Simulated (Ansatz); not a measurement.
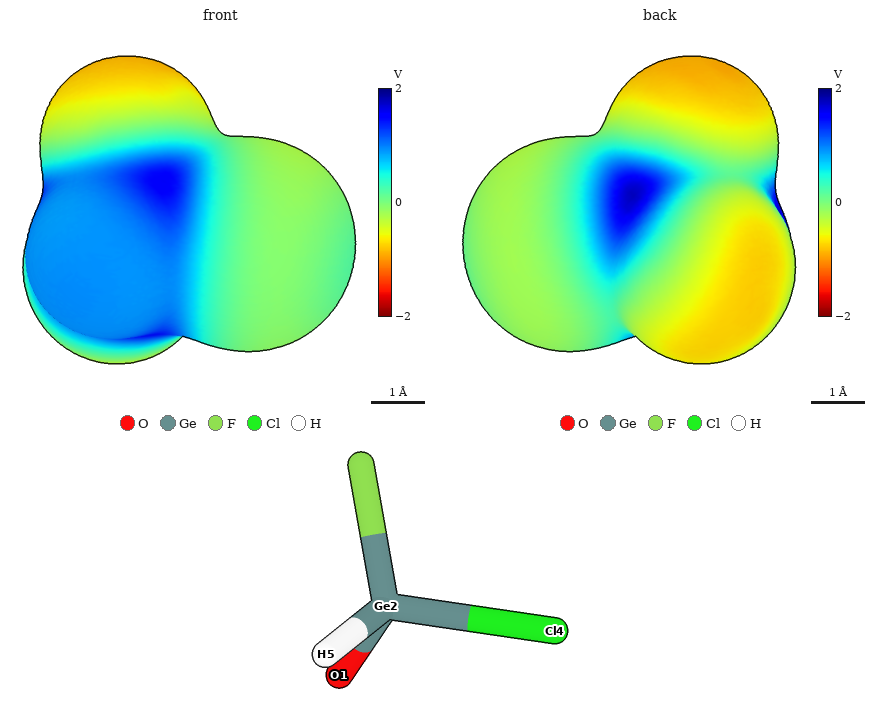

Figure 1: ClFGeHO (SMILES [O][GeH]([F])[Cl]) (doublet). The electrostatic potential painted on the density surface at 0.001 e/bohr³, seen from the front and from behind; red is negative and blue positive. The bare structure is drawn below in the same view.

Not at a stationary point (largest force 1.2 eV/Å).

Level of theory: SCF wB97, Gaussian basis in Ansatz 0.2.0.

```yaml
atoms:
  - { symbol: O, position_ang: [-0.6331, -0.0111, 1.6756] }
  - { symbol: Ge, position_ang: [0.0730, 0.0254, 0.0428] }
  - { symbol: F, position_ang: [0.0628, 1.6638, -0.6133] }
  - { symbol: Cl, position_ang: [-0.9845, -1.2445, -1.2838] }
  - { symbol: H, position_ang: [1.5317, -0.5072, 0.1373] }
```

**Where is the surface potential most negative and most positive?**

The most negative region (about −0.9 V, or −21 kcal/mol for a unit charge) lies over F3, the most positive (about +1.7 V, or +39 kcal/mol for a unit charge) over Ge2.
